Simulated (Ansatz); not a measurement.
## ScAl7 (Sc on 12 % of the Al sites, one arrangement): core-level shifts

What do XPS lines of ScAl7 (Sc on 12 % of the Al sites, one arrangement) look like, site by site?

Program: Ansatz 0.2.0. Level of theory: DFT, PBE, plane-wave PAW, default files, scalar-relativistic. Results are calculated unless marked as measured.

## 1. Starting point

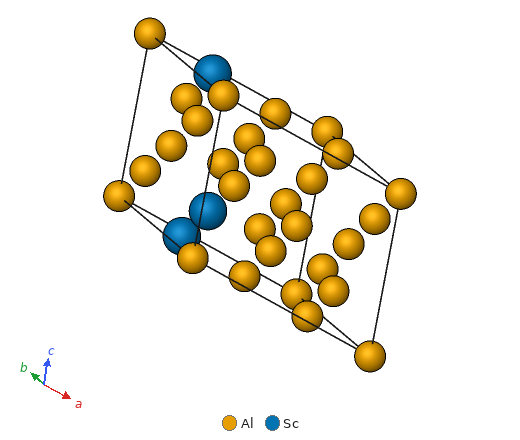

Start, viewed slightly off an axis; aluminium orange, scandium blue. Some periodic images of atoms are drawn too.

Structure file:

```cif
data_structure
_symmetry_space_group_name_H-M 'P 1'
_symmetry_Int_Tables_number 1
_cell_length_a 7.1331
_cell_length_b 7.1331
_cell_length_c 7.1331
_cell_angle_alpha 109.471
_cell_angle_beta 109.471
_cell_angle_gamma 109.471
_cell_volume 279.39
loop_
_atom_site_label
_atom_site_type_symbol
_atom_site_fract_x
_atom_site_fract_y
_atom_site_fract_z
_atom_site_occupancy
Al1 Al 0.00000 0.25000 0.75000 1
Al2 Al 0.00000 0.50000 0.50000 1
Al3 Al 0.00000 0.75000 0.25000 1
Al4 Al 0.25000 0.00000 0.75000 1
Al5 Al 0.00000 0.00000 0.00000 1
Al6 Al 0.25000 0.25000 0.50000 1
Sc7 Sc 0.25000 0.50000 0.25000 1
Al8 Al 0.50000 0.75000 0.75000 1
Sc9 Sc 0.25000 0.75000 0.00000 1
Al10 Al 0.50000 0.00000 0.50000 1
Al11 Al 0.50000 0.25000 0.25000 1
Al12 Al 0.75000 0.50000 0.75000 1
Al13 Al 0.50000 0.50000 0.00000 1
Al14 Al 0.75000 0.75000 0.50000 1
Al15 Al 0.75000 0.00000 0.25000 1
Al16 Al 0.75000 0.25000 0.00000 1
```

## 2. Relaxation

Atoms near a foreign or missing neighbour move off the ideal sites, so they are relaxed first.

File input.yaml:

```yaml
crystal:
  lattice:
    - [-4.1182985493, 4.1182985493, 4.1182985493]
    - [4.1182985493, -4.1182985493, 4.1182985493]
    - [4.1182985493, 4.1182985493, -4.1182985493]
  atoms:
    - { symbol: Al, position: [0.0, 0.25, 0.75] }
    - { symbol: Al, position: [0.0, 0.5, 0.5] }
    - { symbol: Al, position: [0.0, 0.75, 0.25] }
    - { symbol: Al, position: [0.25, 0.0, 0.75] }
    - { symbol: Al, position: [0.0, 0.0, 0.0] }
    - { symbol: Al, position: [0.25, 0.25, 0.5] }
    - { symbol: Sc, position: [0.25, 0.5, 0.25] }
    - { symbol: Al, position: [0.5, 0.75, 0.75] }
    - { symbol: Sc, position: [0.25, 0.75, 0.0] }
    - { symbol: Al, position: [0.5, 0.0, 0.5] }
    - { symbol: Al, position: [0.5, 0.25, 0.25] }
    - { symbol: Al, position: [0.75, 0.5, 0.75] }
    - { symbol: Al, position: [0.5, 0.5, 0.0] }
    - { symbol: Al, position: [0.75, 0.75, 0.5] }
    - { symbol: Al, position: [0.75, 0.0, 0.25] }
    - { symbol: Al, position: [0.75, 0.25, 0.0] }
kpoints:
  mp_grid: { grid: [4, 4, 4] }
scf:
  occupations: { method: fermi_dirac, width: 0.08 }
  n_extra_bands: 16
hamiltonian:
  xc: pbe
  pseudopotentials: { kind: paw }
output:
  forces: true
relax:
  f_tol: 0.04
  max_steps: 35
```

On the command line:

```
ansatz run input.yaml --threads 4 --pin off --max-ram 14336MiB --backend cpu --events-out ev --progress --plain --runs-dir out
```

Numbers of over 12 decimals in the logs are rounded to 6 here.

The program printed:

```text
scf.n_extra_bands = 16 over 32 filled bands (N_el = 64.0): the run solves 48 bands
Engine: ansatz 0.2.0, x86_64-unknown-linux-gnu
Pseudopotentials: kind: paw
Pseudopotential: Al, paw, valence charge 3, recommended cutoff 420 eV (normal), Al.paw.azcp
Pseudopotential: Sc, paw, valence charge 11, recommended cutoff 420 eV (normal), Sc.paw.azcp
Functional definition: PBE
  parameter kappa = 0.804
  parameter beta = 0.066725
  exchange = pbe_x(kappa = kappa, mu = beta*pi^2/3)
  correlation = pbe_c(beta = beta)
Crystal: 16 atoms, lattice volume = 279.392 Å³
Basis set: ecut = 420 eV, 5425 PW (Γ), exchange–correlation on 96×96×96 points (8 copies of the dense FFT grid, shifted against one another)
Bands: 48, of which v1, the nominal top of the filled ones, is band 32 counted from 1 (31 counted from 0)
Symmetry: 8 space group operations
Space group: Fmmm (ITA 69), of the structure as read, at distance tolerance 6.5e-5 Å
k-points: 18 of 64
Non-local potential: Al, projectors of the file, l = 0: 2, l = 1: 2, l = 2: 1
Non-local potential: Sc, projectors of the file, l = 0: 3, l = 1: 2, l = 2: 3, l = 3: 1
PAW form: soft (Blöchl's): semilocal exchange-correlation on the pseudo side does not see the compensation charge
PAW one-centre angular grid: Al, 110 points (default); XC on 64 Gauss nodes
PAW one-centre angular grid: Sc, 590 points (default); XC on 64 Gauss nodes
Initial density: superposition of atomic densities (neutral atoms: chi_scale 0, normalization atom), corrected by the library's trained network
Initial wavefunctions: pseudopotential atomic-orbital guess
Functional: x = pbe(κ = 0.804, μ = 0.219515), c = pbe(β = 0.066725)
SCF iter   1: F=—  HF=-11798.501966 eV  |F-HF|=—  |Δ(HF+E_count)|=         —  Δρ=2.04e-3  dr2=3.54e-2  ethr=1.77e-3  ⟨swp⟩=7.1  Hψ=4296  notcnv=0  defer=4
preconditioner: auto → Kerker (q_TF=auto, 2.134 Å⁻¹)  [metal: Δε(μ)=0.016 eV  Ē_g=5.802 eV  σ=0.080 eV  W_gap=0.05  n_scr=42 (ndim 8)  ℏωp=15.4 eV  f_vac=0.000  D(μ)=7.87/eV (n_scr^D=54)]
SCF iter   2: F=—  HF=-11798.499125 eV  |F-HF|=—  |Δ(HF+E_count)|=   2.84e-3  Δρ=1.20e-3  dr2=1.19e-2  ethr=5.53e-5  ⟨swp⟩=1.0  Hψ=1008  notcnv=0  defer=7
SCF iter   3: F=—  HF=-11798.497609 eV  |F-HF|=—  |Δ(HF+E_count)|=   1.52e-3  Δρ=2.30e-4  dr2=4.31e-4  ethr=1.86e-5  ⟨swp⟩=2.2  Hψ=1043  notcnv=0  defer=7
iter 4 did not close the SCF: its close was put off for the readings that it lacked (scf_convergence_deferred on its scf_iter line)
SCF iter   4: F=-11798.497550 eV  HF=-11798.497565 eV  |F-HF|=1.44e-5  |Δ(HF+E_count)|=   4.46e-5  Δρ=6.74e-5  dr2=2.10e-5  ethr=6.74e-7  ⟨swp⟩=2.3  Hψ=1152  notcnv=0  defer=7
iter 5 did not close the SCF: its close was put off for the readings that it lacked (scf_convergence_deferred on its scf_iter line)
SCF iter   5: F=-11798.497559 eV  HF=-11798.497561 eV  |F-HF|=1.86e-6  |Δ(HF+E_count)|=   3.34e-6  Δρ=1.96e-5  dr2=2.57e-6  ethr=3.28e-8  ⟨swp⟩=2.3  Hψ=1356  notcnv=0  defer=7
SCF iter   6: F=-11798.497561 eV  HF=-11798.497561 eV  |F-HF|=2.55e-7  |Δ(HF+E_count)|=   3.08e-7  Δρ=6.70e-6  dr2=2.97e-7  ethr=4.02e-9  ⟨swp⟩=1.9  Hψ=1835  notcnv=0
SCF 1 converged in 6 iterations: F = -11798.497561 eV  dr2 = 2.97e-7
  greatest PAW one-centre occupation: 0.998 electrons in one spin orbital (limit 2), on the Sc atom at site 8 (counted from 0), in its partial waves of l = 0
relax step   1: F+E_penalty+E_count = -11798.49756067 eV  Δ(F+E_penalty+E_count) = +0.000e0 eV  max|allowed force component| = 2.157e-1 eV/Å  Δτ_max = 0.0000 Å  (6 SCF iters, dr2 threshold 4.00e-5 eV, accepted)
Initial density: handed on by an earlier stage of this run
Initial wavefunctions: those handed on with the density
iter 1 solved again at ethr=1.17e-3 eV; its pass at ethr=3.10e-3 eV (dr2=7.52e-1 eV) is discarded
SCF iter   1: F=—  HF=-11798.614090 eV  |F-HF|=—  |Δ(HF+E_count)|=         —  Δρ=6.97e-3  dr2=7.59e-1  ethr=1.17e-3  ⟨swp⟩=1.3  Hψ=3220  notcnv=0  defer=21
preconditioner: auto → Kerker (q_TF=auto, 2.134 Å⁻¹)  [metal: Δε(μ)=0.024 eV  Ē_g=5.832 eV  σ=0.080 eV  W_gap=0.08  n_scr=42 (ndim 8)  ℏωp=15.4 eV  f_vac=0.000  D(μ)=7.63/eV (n_scr^D=54)]
SCF iter   2: F=—  HF=-11798.533080 eV  |F-HF|=—  |Δ(HF+E_count)|=   8.10e-2  Δρ=3.25e-3  dr2=1.79e-1  ethr=1.17e-3  ⟨swp⟩=2.0  Hψ=1011  notcnv=0  defer=21
SCF iter   3: F=—  HF=-11798.507575 eV  |F-HF|=—  |Δ(HF+E_count)|=   2.55e-2  Δρ=5.45e-4  dr2=1.30e-3  ethr=2.80e-4  ⟨swp⟩=2.2  Hψ=1137  notcnv=0  defer=21
SCF iter   4: F=—  HF=-11798.507718 eV  |F-HF|=—  |Δ(HF+E_count)|=   1.43e-4  Δρ=1.12e-4  dr2=8.05e-5  ethr=2.03e-6  ⟨swp⟩=2.2  Hψ=1233  notcnv=0  defer=23
iter 5 did not close the SCF: its close was put off for the readings that it lacked (scf_convergence_deferred on its scf_iter line)
SCF iter   5: F=-11798.507709 eV  HF=-11798.507710 eV  |F-HF|=9.23e-7  |Δ(HF+E_count)|=   8.42e-6  Δρ=2.99e-5  dr2=2.37e-6  ethr=1.26e-7  ⟨swp⟩=2.6  Hψ=1386  notcnv=0  defer=23
SCF iter   6: F=-11798.507709 eV  HF=-11798.507709 eV  |F-HF|=1.00e-7  |Δ(HF+E_count)|=   2.80e-7  Δρ=8.00e-6  dr2=1.34e-7  ethr=3.70e-9  ⟨swp⟩=1.9  Hψ=2658  notcnv=0
SCF 2 converged in 6 iterations: F = -11798.507709 eV  dr2 = 1.34e-7
relax step   2: F+E_penalty+E_count = -11798.50770927 eV  Δ(F+E_penalty+E_count) = -1.015e-2 eV  max|allowed force component| = 3.378e-1 eV/Å  Δτ_max = 0.0695 Å  (6 SCF iters, dr2 threshold 2.91e-6 eV, accepted)
SCF iter   1: F=—  HF=-11798.573464 eV  |F-HF|=—  |Δ(HF+E_count)|=         —  Δρ=3.47e-3  dr2=1.82e-1  ethr=2.47e-3  ⟨swp⟩=3.3  Hψ=1683  notcnv=0  defer=26
preconditioner: auto → Kerker (q_TF=auto, 2.134 Å⁻¹)  [metal: Δε(μ)=0.020 eV  Ē_g=5.757 eV  σ=0.080 eV  W_gap=0.06  n_scr=42 (ndim 8)  ℏωp=15.4 eV  f_vac=0.000  D(μ)=8.04/eV (n_scr^D=54)]
SCF iter   2: F=—  HF=-11798.554954 eV  |F-HF|=—  |Δ(HF+E_count)|=   1.85e-2  Δρ=1.67e-3  dr2=4.54e-2  ethr=2.85e-4  ⟨swp⟩=1.1  Hψ=1010  notcnv=0  defer=25
SCF iter   3: F=—  HF=-11798.548280 eV  |F-HF|=—  |Δ(HF+E_count)|=   6.67e-3  Δρ=2.02e-4  dr2=1.67e-4  ethr=7.09e-5  ⟨swp⟩=2.1  Hψ=980  notcnv=0  defer=25
SCF iter   4: F=—  HF=-11798.548511 eV  |F-HF|=—  |Δ(HF+E_count)|=   2.31e-4  Δρ=4.91e-5  dr2=6.61e-6  ethr=2.60e-7  ⟨swp⟩=2.3  Hψ=1264  notcnv=0  defer=25
iter 5 did not close the SCF: its close was put off for the readings that it lacked (scf_convergence_deferred on its scf_iter line)
SCF iter   5: F=-11798.548510 eV  HF=-11798.548511 eV  |F-HF|=2.73e-7  |Δ(HF+E_count)|=   4.61e-7  Δρ=1.26e-5  dr2=3.97e-7  ethr=1.03e-8  ⟨swp⟩=2.2  Hψ=1391  notcnv=0  defer=25
SCF iter   6: F=-11798.548510 eV  HF=-11798.548510 eV  |F-HF|=8.25e-9  |Δ(HF+E_count)|=   1.15e-7  Δρ=2.70e-6  dr2=1.51e-8  ethr=6.21e-10  ⟨swp⟩=1.2  Hψ=2341  notcnv=0
SCF 3 converged in 6 iterations: F = -11798.548510 eV  dr2 = 1.51e-8
relax step   3: F+E_penalty+E_count = -11798.54851041 eV  Δ(F+E_penalty+E_count) = -4.080e-2 eV  max|allowed force component| = 9.534e-3 eV/Å  Δτ_max = 0.0445 Å  (6 SCF iters, dr2 threshold 7.13e-6 eV, accepted)
iter 1 solved again at ethr=3.05e-11 eV; its pass at ethr=3.10e-3 eV (dr2=1.95e-8 eV) is discarded
SCF iter   1: F=—  HF=-11798.548280 eV  |F-HF|=—  |Δ(HF+E_count)|=         —  Δρ=2.86e-6  dr2=2.05e-8  ethr=3.05e-11  ⟨swp⟩=1.0  Hψ=2161  notcnv=0  defer=24
preconditioner: auto → Kerker (q_TF=auto, 2.134 Å⁻¹)  [metal: Δε(μ)=0.016 eV  Ē_g=5.783 eV  σ=0.080 eV  W_gap=0.05  n_scr=42 (ndim 8)  ℏωp=15.4 eV  f_vac=0.000  D(μ)=7.94/eV (n_scr^D=54)]
SCF iter   2: F=—  HF=-11798.548510 eV  |F-HF|=—  |Δ(HF+E_count)|=   2.30e-4  Δρ=1.45e-6  dr2=5.62e-9  ethr=3.05e-11  ⟨swp⟩=2.0  Hψ=2944  notcnv=0
iter 3 did not close the SCF: its close was put off for the readings that it lacked (scf_convergence_deferred on its scf_iter line)
SCF iter   3: F=-11798.548510 eV  HF=-11798.548510 eV  |F-HF|=2.13e-10  |Δ(HF+E_count)|=  3.60e-10  Δρ=6.83e-7  dr2=1.35e-9  ethr=8.78e-12  ⟨swp⟩=1.3  Hψ=843  notcnv=0  defer=24
iter 4 did not close the SCF: its close was put off for the readings that it lacked (scf_convergence_deferred on its scf_iter line)
SCF iter   4: F=-11798.548510 eV  HF=-11798.548510 eV  |F-HF|=3.27e-11  |Δ(HF+E_count)|=  5.82e-11  Δρ=1.88e-7  dr2=8.81e-11  ethr=2.11e-12  ⟨swp⟩=1.2  Hψ=870  notcnv=0  defer=24
iter 5 did not close the SCF: its close was put off for the readings that it lacked (scf_convergence_deferred on its scf_iter line)
SCF iter   5: F=-11798.548510 eV  HF=-11798.548510 eV  |F-HF|=3.64e-12  |Δ(HF+E_count)|=  1.64e-11  Δρ=2.72e-8  dr2=1.75e-12  ethr=1.00e-12  ⟨swp⟩=1.0  Hψ=837  notcnv=0  defer=24
SCF iter   6: F=-11798.548510 eV  HF=-11798.548510 eV  |F-HF|=0.00e0  |Δ(HF+E_count)|=  1.82e-12  Δρ=9.32e-9  dr2=1.95e-13  ethr=1.00e-12  ⟨swp⟩=1.0  Hψ=1773  notcnv=0
SCF 4 converged in 6 iterations: F = -11798.548510 eV  dr2 = 1.95e-13
relax step   4: F+E_penalty+E_count = -11798.54851041 eV  Δ(F+E_penalty+E_count) = -4.828e-9 eV  max|allowed force component| = 9.524e-3 eV/Å  Δτ_max = 0.0000 Å  (6 SCF iters, accepted)
SCF converged after 6 iterations
Free energy (F): -11798.548510 eV
Harris-Foulkes:  -11798.548510 eV  (|F-HF|=0.00e0)
Internal energy: -11798.380458 eV  (E = F + TS)
E sigma→0 (E₀):  -11798.464484 eV
Entropy (-TS):   -0.168053 eV (-10.503 meV/atom)
Fermi energy:    8.131422 eV
--- Per-component energies (eV) ---
  E_band       = -197.891196
  E_kinetic    = 839.460155
  E_local      = -2300.533933  (includes V_loc(G=0)·N_el)
  E_nonlocal   = 312.221916
  E_hartree    = 949.198727
  E_xc         = -764.147942
  E_vxc        = -662.768499  (∫ρ·V_xc dr)
  E_paw        = -8454.457085  (= ΣΔE_a)
  E_vpaw       = -284.668276  (= ΣTr[D̂ρ^β])
  E_aug_tail   = -0.000011  (compensation charges beyond the density's cutoff)
  E_ewald      = -2380.122284
  E_smearing   = -0.168053  (= −TS)
  E_closure    = -0.000000  (closes the sum)
  Σ components = -11798.548510   (vs F -11798.548510, Δ=0.00e0)
--- Forces (eV/Å), atoms counted from 1 ---
  atom   1  Al     0.00937864     0.00132376     0.00132376
  atom   2  Al     0.00000000    -0.00813987    -0.00813987
  atom   3  Al    -0.00937864     0.00132376     0.00132376
  atom   4  Al     0.00000000    -0.00889027     0.00889027
  atom   5  Al     0.00000000    -0.00813987    -0.00813987
  atom   6  Al     0.00000000     0.00889027    -0.00889027
  atom   7  Sc     0.00000000     0.00952372    -0.00952372
  atom   8  Al     0.00000000     0.00813987     0.00813987
  atom   9  Sc     0.00000000    -0.00952372     0.00952372
  atom  10  Al    -0.00937864    -0.00132376    -0.00132376
  atom  11  Al     0.00000000     0.00813987     0.00813987
  atom  12  Al     0.00000000    -0.00070092     0.00730583
  atom  13  Al     0.00937864    -0.00132376    -0.00132376
  atom  14  Al     0.00000000     0.00070092    -0.00730583
  atom  15  Al     0.00000000    -0.00730583     0.00070092
  atom  16  Al     0.00000000     0.00730583    -0.00070092
  max |Σ_I F_I| component: 2.43e-17 eV/Å
--- Relaxed structure (4 steps of the walk, 4 accepted, 0 SCFs on fresh bases) ---
  F+E_penalty+E_count = -11798.54851041 eV   max|allowed force component| = 9.524e-3 eV/Å
  atoms:
    - { symbol: Al, position: [-0.00505085, 0.245336, 0.745336] }
    - { symbol: Al, position: [-0.00424603, 0.497877, 0.497877] }
    - { symbol: Al, position: [-0.00505085, 0.749613, 0.249613] }
    - { symbol: Al, position: [0.250000, 0.00104692, 0.748953] }
    - { symbol: Al, position: [-0.00424603, -0.00212302, -0.00212302] }
    - { symbol: Al, position: [0.25, 0.248953, 0.501047] }
    - { symbol: Sc, position: [0.25, 0.497850, 0.252150] }
    - { symbol: Al, position: [0.504246, 0.752123, 0.752123] }
    - { symbol: Sc, position: [0.250000, 0.752150, -0.00215035] }
    - { symbol: Al, position: [0.505051, 0.0046637, 0.504664] }
    - { symbol: Al, position: [0.504246, 0.252123, 0.252123] }
    - { symbol: Al, position: [0.743978, 0.495964, 0.748015] }
    - { symbol: Al, position: [0.505051, 0.500387, 0.00038715] }
    - { symbol: Al, position: [0.756022, 0.754036, 0.501985] }
    - { symbol: Al, position: [0.756022, 0.00198542, 0.254036] }
    - { symbol: Al, position: [0.743978, 0.248015, -0.00403608] }
```

Elapsed: 27 s, on 4 threads of Intel Xeon at 2.50GHz (Skylake/Cascade Lake), shared host; peak memory 0.84 GiB; 1.7 min of CPU time.

Step by step:

```tsv
step	energy less that of the first step (eV)	largest force component (eV/Å)
1	0.0000	0.2157
2	-0.0101	0.3378
3	-0.0509	0.0095
4	-0.0509	0.0095
```

Forces are held to the 8 operations that the run works with; a distortion that breaks them can't arise in this run.

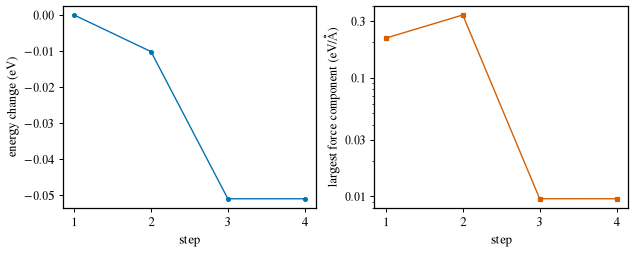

Energy and largest force along the relaxation.

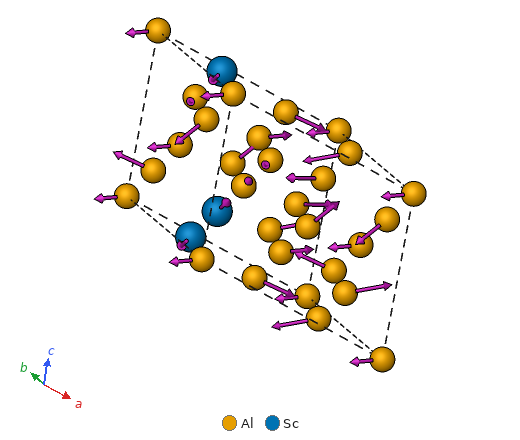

Displacements in the relaxation, exaggerated; the longest in the cell stands for 0.04 Å. Some periodic images of atoms are drawn too.

The atoms that moved most (Å):

```tsv
atom	dx	dy	dz	length
Al14	0.000	0.016	0.033	0.037
Al15	0.000	0.033	0.016	0.037
Al12	0.000	-0.016	-0.033	0.037
Al16	0.000	-0.033	-0.016	0.037
Al3	0.018	-0.021	-0.021	0.034
Al1	-0.018	-0.021	-0.021	0.034
Al13	-0.018	0.021	0.021	0.034
Al10	0.018	0.021	0.021	0.034
```

This step gave:

```
free energy             : -11798.5485 eV
energy at zero smearing : -11798.4645 eV
smearing term TS        : 0.1681 eV
Fermi energy            : 8.131 eV
symmetry operations     : 8
```

The relaxation ends 3.2 meV an atom lower, with a largest force component of 0.0095 eV/Å.

(Part 1 of 3 ends here.)

[Logs are printed without paths, hosts, clocks, repeated set-up lines and the standing remarks that a program may print on its own settings, such as how far it seeks lower states.]

[Hosts, paths, dates, database ids (printed as entryN), source tags and the programs' standing remarks are cut or masked in the printed files.]

[Maps of the electrostatic potential energy from Ansatz leave out the sawtooth potential of an applied field or a dipole correction, so their vacuum need not be flat; work functions include it.]
